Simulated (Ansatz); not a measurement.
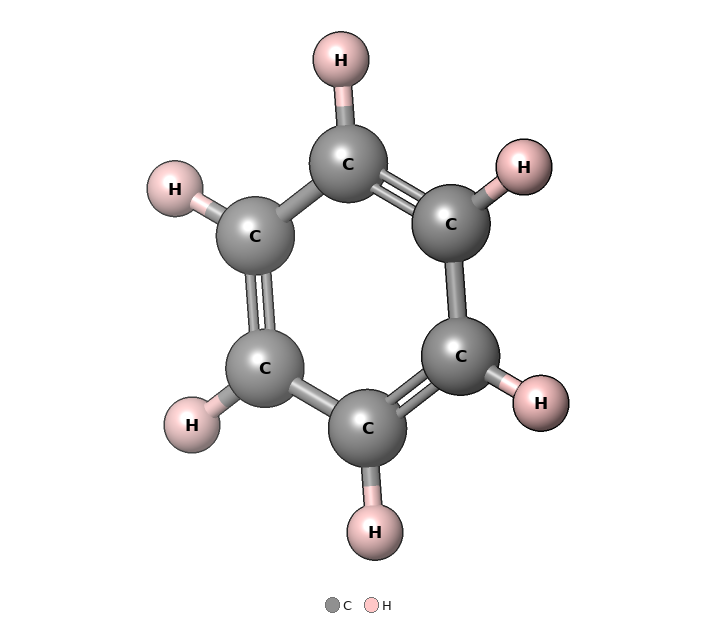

Simulated data, not a measurement (program: Ansatz).

Orthographic view. Atoms fade into the background with distance from the viewer. Geometry: a fixed input geometry, not necessarily a minimum.

Question: Give the standard InChI.

Answer: InChI=1S/C6H6/c1-2-4-6-5-3-1/h1-6H
